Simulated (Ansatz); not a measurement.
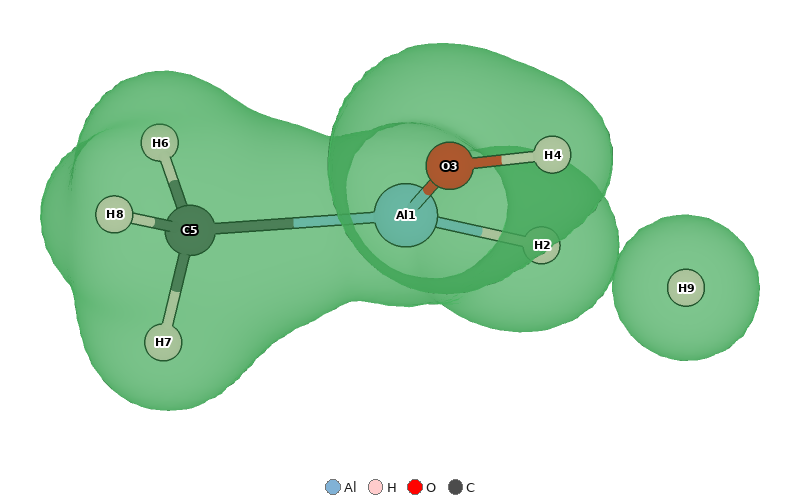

CH5AlO···H (doublet). Isosurface of the total electron density at 0.2 e/Å³ (green), seen from one side.

Method: UKS PBE0/def2-SVP in Ansatz.

```
atom    x (Å)    y (Å)    z (Å)
  Al  -0.0564  -0.1594  -0.1204
   H   0.1095  -0.0971   1.4439
   O   1.3390  -0.4101  -1.0766
   H   2.2220  -0.5200  -0.7207
   C  -1.7620   0.0266  -1.0353
   H  -2.4369  -0.8078  -0.7769
   H  -2.2846   0.9510  -0.7365
   H  -1.6456   0.0370  -2.1302
   H   0.1113   0.0280   3.3021
```

> Which contacts does the surface bridge?

At this value the surface falls into two separate pieces. It bridges the sampled Al–O (1.71 Å), C–Al (1.94 Å) and O–H (0.96 Å) contacts, where the density stays above the isovalue. It is pinched off along the sampled H···H (1.86 Å) contacts. On the grid the lowest density along these lines, outside the cores, is 0.13 e/Å³ (H···H, 1.86 Å), 0.68 e/Å³ (Al–O, 1.71 Å), 0.63 e/Å³ (C–Al, 1.94 Å) and 2.4 e/Å³ (O–H, 0.96 Å).
